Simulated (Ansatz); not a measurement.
Calculation: PBE (plane waves to 420 eV, PAW; Ansatz, a first-principles code).

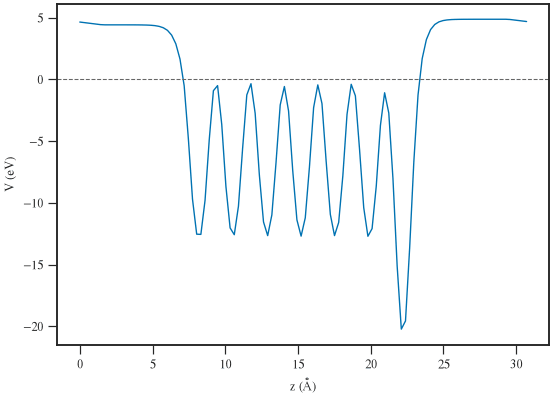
Planar average of the electrostatic potential across the slab, in eV from the Fermi level, for a constructed model of the (0001) surface of hcp Ti, a pseudomorphic layer of Ta in the host's stacking (bottom of the slab: a bare face, its two planes held)

Set-up: 7 atoms, 14.6 Å thick at the start; mesh 15x15x1; 0.1 eV smearing; dipole correction on; 2 atoms held, the rest relaxed; start symmetry kept, larger cells not searched; no spin, no spin-orbit, no U. It is one candidate, not shown to be the stable structure of the face.

The vacuum level lies 4.88 eV above the Fermi level over the top face and 4.42 eV above it under the bottom face.
